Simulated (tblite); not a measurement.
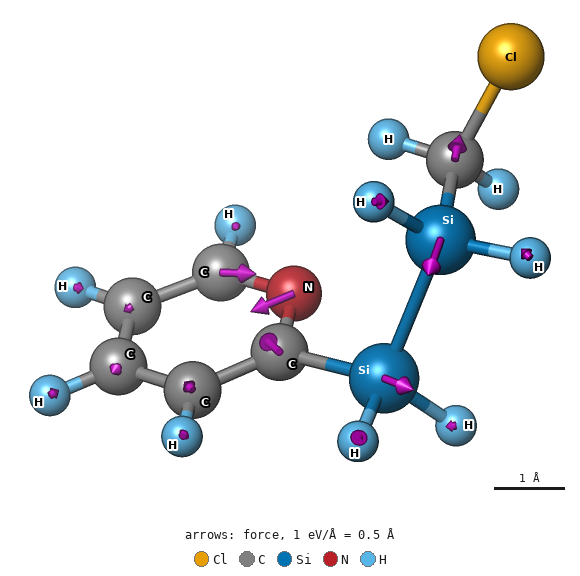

Starting geometry of C6H10ClNSi2 with the computed forces as purple arrows. A ball-and-stick model, seen from a free direction.

Theory: tblite 0.8.0, GFN2-xTB geometry optimisation, gas phase. 

What follows when this structure is relaxed?

Answer. It isn't relaxed: the largest force vector, on a Si atom, is 1.81 eV/Å. The final displacements have little in common with the starting forces (cosine between the two patterns 0.08). The atom that moves furthest after the best rigid fit is an H atom (1.95 Å). Largest moves by element: H 1.95 Å, N 1.27 Å, C 1.17 Å, Cl 0.91 Å, Si 0.64 Å. Some distances before and after: C–Si 1.852 → 1.915 Å, C–Si 1.854 → 1.896 Å, H–Si 1.510 → 1.471 Å, C–N 1.361 → 1.332 Å. Among the angles between lasting bonds that change: Si–Si–H 110.4° → 117.0°, C–Si–H 111.9° → 105.7°, Si–Si–H 109.6° → 115.2°. Groups turn about C–Si by about 70°. Over 220 geometry steps the energy falls by 0.225 eV.
